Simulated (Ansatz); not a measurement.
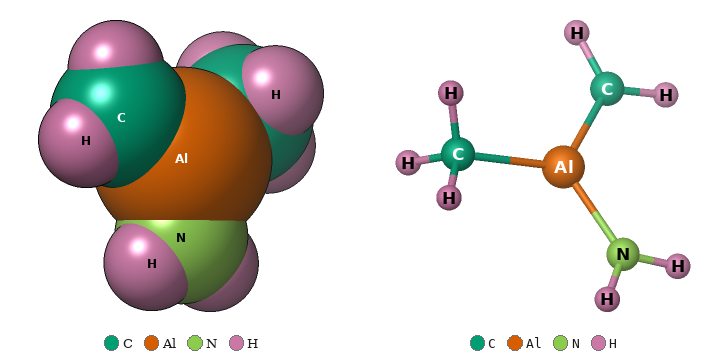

The same structure drawn twice, from different directions.

State: neutral, doublet. The geometry was computed by an optimisation with PBE0-D4/def2-TZVP.

Give the formula.

C₂H₇AlN, 11 atoms: 2 carbon, 7 hydrogen, 1 aluminium and 1 nitrogen.

How many bonds of each kind are drawn?

5 C–H, 2 C–Al, 2 N–H, 1 Al–N.

Write the SMILES.

[CH2][Al]([CH3])[NH2]

More results for the same structure follow; atom numbers are the same in all pictures, views and colours differ.

**Geometry**

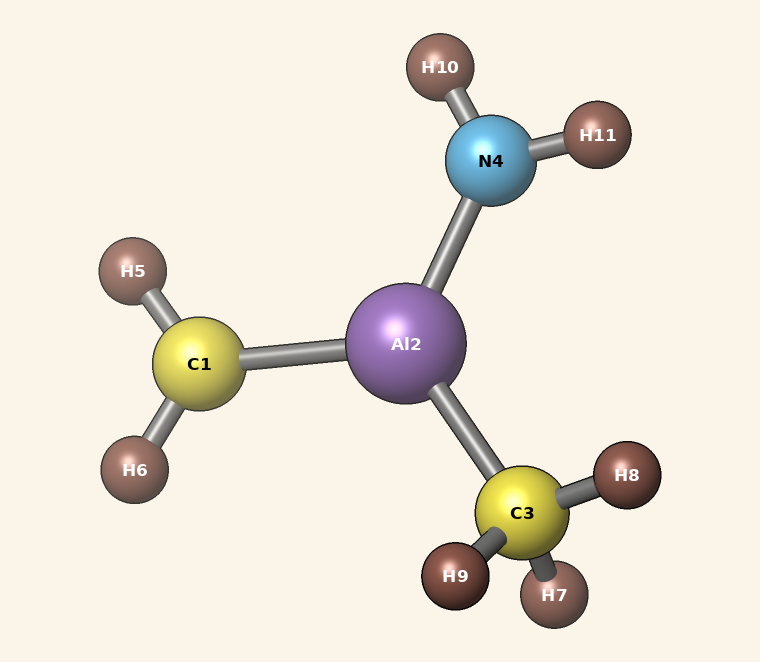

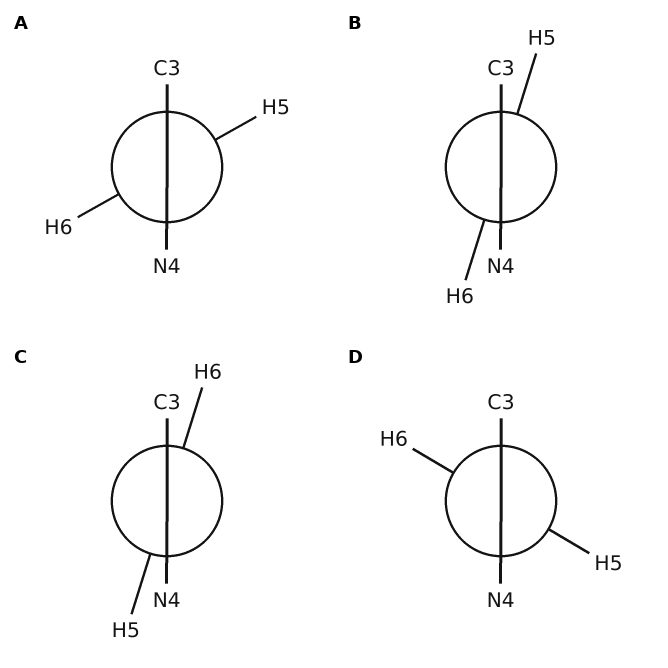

Distant atoms are faded towards the background colour. Bonds that would overlap in a projection are set slightly apart.

Which Newman projection shows the view along Al2–C1, with Al2 in front?

C. The torsion angle N4–Al2–C1–H5 is 0°, synperiplanar (eclipsed).

**Electronic properties**

Level of theory: UKS PBE0-D4/def2-TZVP (Ansatz 0.2.0).

Estimate the harmonic zero-point energy.

220.4 kJ/mol.

What is the ⟨S²⟩ of the determinant?

0.754.

What is the dispersion correction?

−14.3 kJ/mol.

Estimate the dipole moment.

0.62 D.

**Vibrations**

Harmonic vibrations computed with UKS PBE0-D4/def2-TZVP (Ansatz 0.2.0) at a stationary point of the same level.

List the wavenumbers.

27 modes: 31, 163, 176, 185, 211, 379, 411, 553, 572, 609, 651, 657, 683, 769, 843, 1221, 1387, 1443, 1445, 1570, 3038, 3111, 3112, 3126, 3193, 3609, 3699 cm⁻¹.

**Charges**

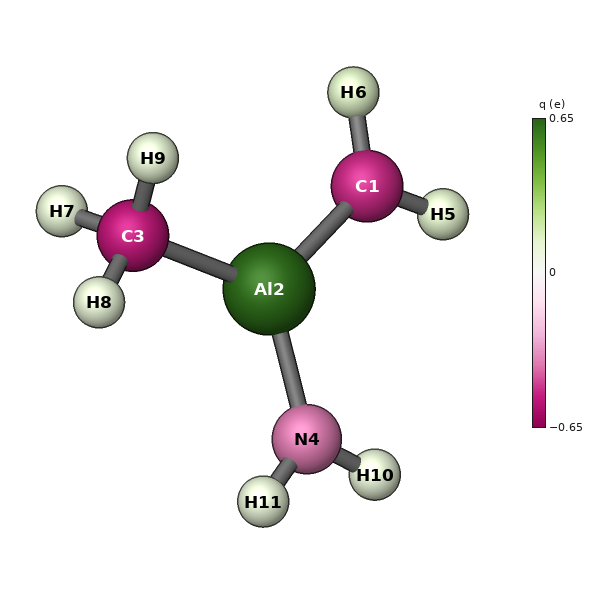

Atoms are coloured by their Mulliken charges. Properties computed with UKS ωB97M-V/def2-TZVPP (Ansatz 0.2.0).

Which atom carries the highest charge (most positive or least negative)?

Al2 (0.62 e).

And the lowest?

C3 (−0.53 e).

Give the Mulliken charges atom by atom.

| atom | value (e) |
| --- | --- |
| C1 | −0.50 |
| Al2 | 0.62 |
| C3 | −0.53 |
| N4 | −0.37 |
| H5 | 0.13 |
| H6 | 0.14 |
| H7 | 0.10 |
| H8 | 0.10 |
| H9 | 0.11 |
| H10 | 0.10 |
| H11 | 0.10 |

Mulliken values depend strongly on the basis set and can even reverse the polarity of a bond.
